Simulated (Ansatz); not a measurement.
# SrBe3 (built on the sites of a database entry of Ca3Pb): relaxing the cell for a phonon run

Aim: bring SrBe3 (built on the sites of a database entry of Ca3Pb) to small forces and stress, as phonons need.

Program: Ansatz 0.2.0. Level of theory: DFT PBEsol, scalar-relativistic, plane waves, norm-conserving pseudopotentials. Results are calculated unless marked as measured.

The structure was built from a prototype and need not be the compound's stable phase.

## (1) The structure

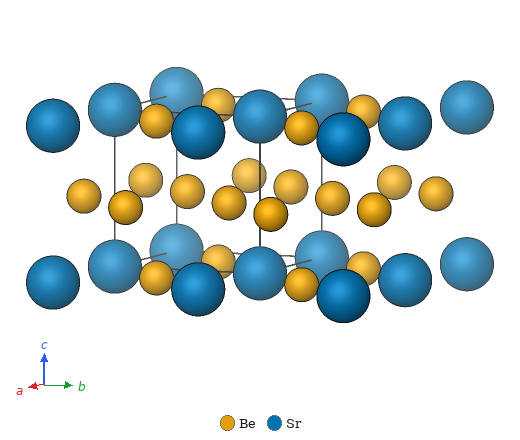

The starting structure, seen slightly off an axis (beryllium orange, strontium blue). 2×2×1 cells are drawn. Some periodic images of atoms are drawn too.

## (2) Probe on a coarse mesh

First a cheap look: the gap decides the mesh and the occupations, the pressure tells how far the cell has to move.

Input file input.yaml:

```yaml
crystal:
  lattice:
    - [4.23572, 0.0, 0.0]
    - [0.0, 4.23572, 0.0]
    - [0.0, 0.0, 4.23572]
  atoms:
    - { symbol: Be, position: [0.0, 0.5, 0.5] }
    - { symbol: Be, position: [0.5, 0.5, 0.0] }
    - { symbol: Be, position: [0.5, 0.0, 0.5] }
    - { symbol: Sr, position: [0.0, 0.0, 0.0] }
kpoints:
  mp_grid: { grid: [4, 4, 4] }
hamiltonian:
  xc: pbesol
  pseudopotentials: { kind: nc }
scf:
  occupations: { method: gaussian, width: 0.1 }
output:
  forces: true
  stress: true
  eigenvalues: true
```

Run with:

```console
> ansatz run input.yaml --threads 4 --pin off --max-ram 7168MiB --backend cpu --events-out ev --progress --plain --runs-dir out
```

Numbers of over 12 decimals in the logs are rounded to 6 here.

The program printed:

```text
Engine: ansatz 0.2.0, aarch64-unknown-linux-gnu
Pseudopotentials: kind: nc
Pseudopotential: Be, nc, valence charge 4, recommended cutoff 1197.300995 eV (normal), Be.nc.azcp (PseudoDojo's, or run here from an input of PseudoDojo's: the run reads no file of this project's for it)
[...]
P = ⅓ Tr σ = -1.5547 GPa (-15.547 kbar)
--- Band table (eV; the first three rows and the last of 10) ---
  k-point 0: bands = [... 7 lower, -0.7033, 5.2823, 5.2823, 5.8675, 5.8675, 5.8675, 10.2158, 10.2158]
  k-point 1: bands = [... 7 lower, -0.1444, 3.3999, 5.5330, 5.7791, 5.7791, 7.5193, 8.7482, 8.7482]
  k-point 2: bands = [... 7 lower, 1.2914, 1.3782, 5.6328, 5.6328, 5.8987, 8.0806, 8.4738, 8.4738]
  k-point 9: bands = [... 7 lower, 3.5415, 3.5415, 3.5415, 3.6038, 5.3241, 5.3241, 5.3241, 11.0659]
[key lines of the parts left out:]
SCF converged after 7 iterations
Free energy (F): -2059.589019 eV
Fermi energy:    5.715519 eV
```

Wall time 0.58 s (4 threads of Arm Neoverse V2, shared host); peak memory 0.44 GiB.

Numbers from this step:

| Item | Value |
| --- | --- |
| pressure | -1.555 GPa |
| volume per atom | 19.00 Å³ |
| gap on the k-mesh | 0 eV |

The coarse mesh shows no gap and a pressure of -1.6 GPa.

## (3) Relaxation

The cell and atoms are relaxed, since residual forces and stress would shift the frequencies.

Edit input.yaml of step 2 so:

```diff
@@ -11,3 +11,3 @@
 kpoints:
-  mp_grid: { grid: [4, 4, 4] }
+  mp_grid: { grid: [10, 10, 10] }
 hamiltonian:
@@ -21 +21,6 @@
   eigenvalues: true
+relax:
+  adjacent_minimum: "off"
+  f_tol: 0.005
+  max_steps: 80
+  cell: { stress_tol: 0.05 }
```

The program printed:

```text
[...]
Crystal: 4 atoms, lattice volume = 75.994 Å³
Basis set: ecut = 1197.300995 eV, 7123 PW (Γ), exchange–correlation on 96×96×96 points (8 copies of the dense FFT grid, shifted against one another)
Bands: 15, of which v1, the nominal top of the filled ones, is band 11 counted from 1 (10 counted from 0)
Symmetry: 48 space group operations
[...]
k-points: 56 of 1000
[...]
SCF iter   1: F=—  HF=-2059.911311 eV  |F-HF|=—  |Δ(HF+E_count)|=         —  Δρ=2.82e-2  dr2=7.43e-1  ethr=3.10e-3  ⟨swp⟩=6.4  Hψ=5489  notcnv=0
[...]
SCF iter   6: F=-2059.630118 eV  HF=-2059.630118 eV  |F-HF|=1.51e-8  |Δ(HF+E_count)|=   6.11e-8  Δρ=1.40e-5  dr2=9.32e-8  ethr=4.55e-10  ⟨swp⟩=7.6  Hψ=5570  notcnv=0
SCF 1 converged in 6 iterations: F = -2059.630118 eV  dr2 = 9.32e-8
relax step   1: F+E_penalty+E_count = -2059.63011760 eV  Δ(F+E_penalty+E_count) = +0.000e0 eV  max|allowed force component| = 7.354e-29 eV/Å  Δτ_max = 0.0000 Å  P = -1.445 GPa  Ω = 75.994 Å³  (6 SCF iters, dr2 threshold 1.00e-7 eV, accepted)
Crystal: 4 atoms, lattice volume = 71.478 Å³
Basis set: ecut = 1197.300995 eV, 6763 PW (Γ), exchange–correlation on 96×96×96 points (8 copies of the dense FFT grid, shifted against one another)
[...]
iter 1 solved again at ethr=5.30e-6 eV; its pass at ethr=3.10e-3 eV (dr2=1.17e-3 eV) is discarded
[...]
SCF iter   5: F=-2059.633959 eV  HF=-2059.633959 eV  |F-HF|=6.63e-10  |Δ(HF+E_count)|=   2.45e-8  Δρ=4.09e-6  dr2=1.15e-8  ethr=1.54e-9  ⟨swp⟩=3.0  Hψ=3191  notcnv=0
SCF 2 converged in 5 iterations: F = -2059.633959 eV  dr2 = 1.15e-8
relax step   2: F+E_penalty+E_count = -2059.63395912 eV  Δ(F+E_penalty+E_count) = -3.842e-3 eV  max|allowed force component| = 1.177e-28 eV/Å  Δτ_max = 0.0000 Å  P = +1.324 GPa  Ω = 71.478 Å³  energy of the carried Pulay correction = +4.911e-4 eV  (5 SCF iters, dr2 threshold 4.00e-7 eV, accepted)
Crystal: 4 atoms, lattice volume = 73.569 Å³
Basis set: ecut = 1197.300995 eV, 6931 PW (Γ), exchange–correlation on 96×96×96 points (8 copies of the dense FFT grid, shifted against one another)
[...]
SCF iter   4: F=-2059.641904 eV  HF=-2059.641904 eV  |F-HF|=2.43e-9  |Δ(HF+E_count)|=   6.33e-7  Δρ=1.07e-5  dr2=4.64e-8  ethr=1.82e-9  ⟨swp⟩=7.3  Hψ=4539  notcnv=0
SCF 3 converged in 4 iterations: F = -2059.641904 eV  dr2 = 4.64e-8
relax step   3: F+E_penalty+E_count = -2059.64190413 eV  Δ(F+E_penalty+E_count) = -7.945e-3 eV  max|allowed force component| = 1.303e-28 eV/Å  Δτ_max = 0.0000 Å  P = -0.045 GPa  Ω = 73.569 Å³  energy of the carried Pulay correction = +2.601e-4 eV  (4 SCF iters, dr2 threshold 4.00e-7 eV, accepted)
[...]
relax step   4: F+E_penalty+E_count = -2059.64172385 eV  Δ(F+E_penalty+E_count) = +1.803e-4 eV  max|allowed force component| = 6.209e-29 eV/Å  Δτ_max = 0.0000 Å  P = -0.055 GPa  Ω = 73.569 Å³  stress off target by 5.49e-2 GPa  SCF on the basis re-selected at this cell (its energy is not comparable with the rows above)  (5 SCF iters)
[...]
relax step   5: F+E_penalty+E_count = -2059.64174835 eV  Δ(F+E_penalty+E_count) = -2.449e-5 eV  max|allowed force component| = 1.362e-29 eV/Å  Δτ_max = 0.0000 Å  P = -0.001 GPa  Ω = 73.482 Å³  energy of the carried Pulay correction = +9.343e-6 eV  (3 SCF iters, dr2 threshold 7.52e-9 eV, accepted)
[...]
SCF iter   4: F=-2059.641741 eV  HF=-2059.641741 eV  |F-HF|=1.36e-12  |Δ(HF+E_count)|=  1.85e-10  Δρ=1.67e-7  dr2=5.49e-12  ethr=1.00e-12  ⟨swp⟩=6.0  Hψ=4880  notcnv=0
SCF 6 converged in 4 iterations: F = -2059.641741 eV  dr2 = 5.49e-12
relax step   6: F+E_penalty+E_count = -2059.64174128 eV  Δ(F+E_penalty+E_count) = +7.069e-6 eV  max|allowed force component| = 2.047e-29 eV/Å  Δτ_max = 0.0000 Å  P = -0.002 GPa  Ω = 73.482 Å³  stress off target by 1.71e-3 GPa  SCF on the basis re-selected at this cell (its energy is not comparable with the rows above)  (4 SCF iters)
[...]
SCF converged after 4 iterations
Free energy (F): -2059.641741 eV
[...]
Internal energy: -2059.625375 eV  (E = F + TS)
E sigma→0 (E₀):  -2059.633558 eV
Entropy (-TS):   -0.016367 eV (-4.092 meV/atom)
Fermi energy:    5.808477 eV
[...]
--- Stress (GPa, compression-positive) ---
       -0.001715      -0.000000       0.000000
       -0.000000      -0.001715       0.000000
        0.000000       0.000000      -0.001715
  P = ⅓ Tr σ = -0.0017 GPa (-0.017 kbar)
--- Band table (eV; the first three rows and the last of 56) ---
  k-point 0: bands = [... 7 lower, -0.5090, 5.5334, 5.5334, 6.1787, 6.1787, 6.1787, 10.5941, 10.5941]
  k-point 1: bands = [... 7 lower, -0.4132, 4.9758, 5.5739, 6.1611, 6.1611, 6.6661, 9.8433, 9.8433]
  k-point 2: bands = [... 7 lower, -0.1341, 4.1195, 5.6893, 6.1032, 6.1032, 7.4027, 9.2648, 9.2648]
  k-point 55: bands = [... 7 lower, 3.8047, 3.8047, 3.8047, 3.8572, 5.6320, 5.6320, 5.6320, 11.5437]
--- Relaxed structure (4 steps of the walk, 4 accepted, 2 SCFs on fresh bases) ---
  F+E_penalty+E_count = -2059.64174128 eV   max|allowed force component| = 2.047e-29 eV/Å   (the final SCF, on the basis selected at the relaxed cell)
  cell:  # Å, volume = 73.4825 Å³
    - [4.188527, 0, 0]
    - [0, 4.188527, 0]
    - [0, 0, 4.188527]
  atoms:
    - { symbol: Be, position: [0, 0.5, 0.5] }
    - { symbol: Be, position: [0.5, 0.5, 0] }
    - { symbol: Be, position: [0.5, 0, 0.5] }
    - { symbol: Sr, position: [0, 0, 0] }
```

Run time: 17 s. Hardware: 4 threads; peak memory 0.64 GiB; 67 s of CPU time.

The steps of the relaxation:

| step | energy less that of the first step (eV) | largest force component (eV/Å) | pressure (GPa) | volume (Å³) |
| --- | --- | --- | --- | --- |
| 1 | 0.0000 | 0.0000 | -1.45 | 75.99 |
| 2 | -0.0038 | 0.0000 | 1.32 | 71.48 |
| 3 | -0.0118 | 0.0000 | -0.04 | 73.57 |
| 4* | -0.0116 | 0.0000 | -0.05 | 73.57 |
| 5 | -0.0116 | 0.0000 | 0.00 | 73.48 |
| 6* | -0.0116 | 0.0000 | 0.00 | 73.48 |

Relaxation steps marked * repeat the geometry before them on a plane-wave basis chosen anew for their cell, so energy and pressure can jump there.

Forces are held to the 48 operations that the run works with; a distortion that breaks them can't arise in this run.

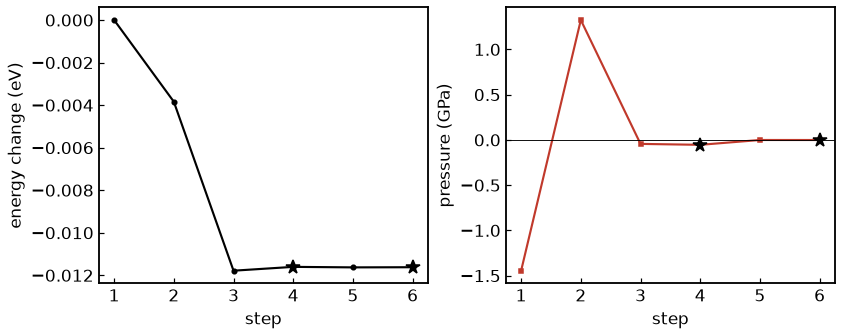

Energy and pressure along the relaxation. Stars mark steps on a basis chosen anew.

| conventional cell, symmetrised | before | after | change |
| --- | --- | --- | --- |
| a (Å) | 4.236 | 4.189 | -1.1 % |
| b (Å) | 4.236 | 4.189 | -1.1 % |
| c (Å) | 4.236 | 4.189 | -1.1 % |
| volume (Å³/atom) | 19.00 | 18.37 | -3.3 % |

Numbers from this step:

* pressure: -0.001715 GPa
* volume per atom: 18.37 Å³

In this step the volume went from 19.00 to 18.37 Å³/atom.

## (4) Tight relaxation

Phonons need a cell at rest on their own settings, so the relaxation is repeated with tight tolerances on forces and stress on the k mesh and occupations of the first response run.

input.yaml, the sections that differ from step 3:

```yaml
crystal:
  lattice:
    - [4.1885268876, 0.0, 0.0]
    - [0.0, 4.1885268876, 0.0]
    - [0.0, 0.0, 4.1885268876]
  atoms:
    - { symbol: Be, position: [0.0, 0.5, 0.5] }
    - { symbol: Be, position: [0.5, 0.5, 0.0] }
    - { symbol: Be, position: [0.5, 0.0, 0.5] }
    - { symbol: Sr, position: [0.0, 0.0, 0.0] }
scf:
  occupations: { method: methfessel_paxton, width: 0.15 }
relax:
  adjacent_minimum: "off"
  f_tol: 0.001
  max_steps: 60
  cell: { stress_tol: 0.01 }
# kpoints, hamiltonian, output: as in step 3
```

The program printed:

```text
[...]
Crystal: 4 atoms, lattice volume = 73.482 Å³
Basis set: ecut = 1197.300995 eV, 6931 PW (Γ), exchange–correlation on 96×96×96 points (8 copies of the dense FFT grid, shifted against one another)
Bands: 15, of which v1, the nominal top of the filled ones, is band 11 counted from 1 (10 counted from 0)
[... 1 set-up line as in the run before ...]
[...]
k-points: 56 of 1000
[...]
--- Relaxed structure (3 steps of the walk, 3 accepted, 1 SCFs on fresh bases) ---
[...]
cell:  # Å, volume = 73.5079 Å³
    - [4.189009, 0.0, 0]
    - [0.0, 4.189009, 0.0]
    - [0, 0.0, 4.189009]
  atoms:
    - { symbol: Be, position: [0, 0.500000, 0.500000] }
    - { symbol: Be, position: [0.500000, 0.500000, 0] }
    - { symbol: Be, position: [0.500000, 0, 0.500000] }
    - { symbol: Sr, position: [0, 0, 0] }
[key lines of the parts left out:]
SCF converged after 6 iterations
Free energy (F): -2059.633102 eV
Fermi energy:    5.807480 eV
P = ⅓ Tr σ = 0.0002 GPa (0.002 kbar)
```

It took 11 s on 4 threads; peak memory 0.62 GiB; 44 s of CPU time.

Little changed from the start: no atom moved by 0.005 Å and no cell edge by 0.1 %.

This step gave:

```
pressure        : 1.61e-4 GPa
volume per atom : 18.38 Å³
```

The forces vanish by symmetry and the pressure is 0.000 GPa, within the tolerances set. The cell now holds 18.38 Å³/atom.

## (5) Results

```
space group after relaxation : Pm-3m
lattice constant a           : 4.189 Å
lattice constant b           : 4.189 Å
lattice constant c           : 4.189 Å
volume per atom              : 18.4 Å³
```

What this shows: The forces vanish by symmetry and the pressure is 0.000 GPa, within the tolerances set. The cell now holds 18.38 Å³/atom. The relaxation keeps the symmetry of its start, so it says nothing on stability against lower symmetry. The starting cell was built on a prototype and not taken from a measurement, so the phase need not exist.

[Logs are printed without paths, hosts, clocks, repeated set-up lines and the standing remarks that a program may print on its own settings, such as how far it seeks lower states.]

[Hosts, paths, dates, database ids (printed as entryN), source tags and the programs' standing remarks are cut or masked in the printed files.]
